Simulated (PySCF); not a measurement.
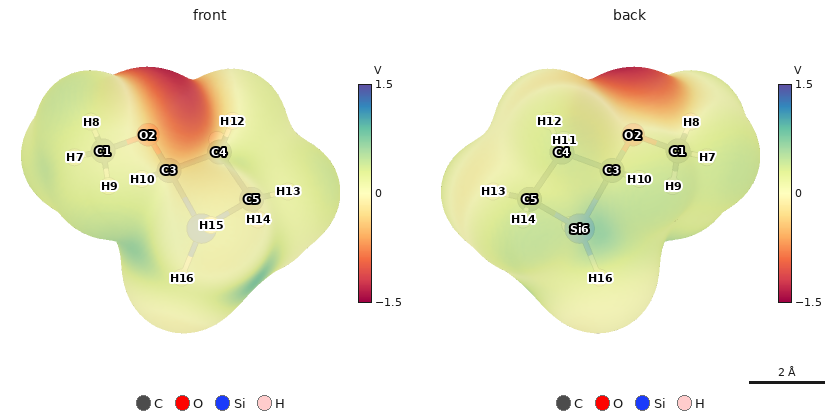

Figure 1: C4H10OSi (SMILES CO[C@H]1CC[SiH2]1). The electrostatic potential painted on the density surface at 0.001 e/bohr³, seen from the front and from behind; the colour scale runs from red (negative) to blue (positive).

Geometry: GFN2-xTB.

These are results of B3LYP/def2-SVPD, SCF density, gas phase (PySCF 2.14.0), not measurements.

```xyz
16

C     2.4384    0.0224    0.2654
O     1.2677   -0.6700    0.5809
C     0.2065   -0.3829   -0.3131
C    -1.0799   -1.1241    0.0899
C    -2.0970    0.0310   -0.0049
Si   -0.6945    1.3211   -0.1456
H     2.8159   -0.2626   -0.7264
H     3.1766   -0.2371    1.0223
H     2.2688    1.1092    0.2701
H     0.5221   -0.6364   -1.3369
H    -1.3144   -1.9774   -0.5454
H    -0.9696   -1.4770    1.1136
H    -2.7674    0.0941    0.8490
H    -2.7158   -0.0495   -0.8971
H    -0.3879    2.0495    1.0832
H    -0.6773    2.1987   -1.3166
```

Where is the surface potential most negative and most positive?

Answer. The most negative region (about −1.3 V, or −30 kcal/mol for a unit charge) lies over O2, the most positive (about +0.7 V, or +16 kcal/mol for a unit charge) over C3 and Si6. O2 is the likeliest acceptor of a hydrogen bond.

How polar is the molecule by this calculation?

Answer. Its dipole moment is 1.00 D.
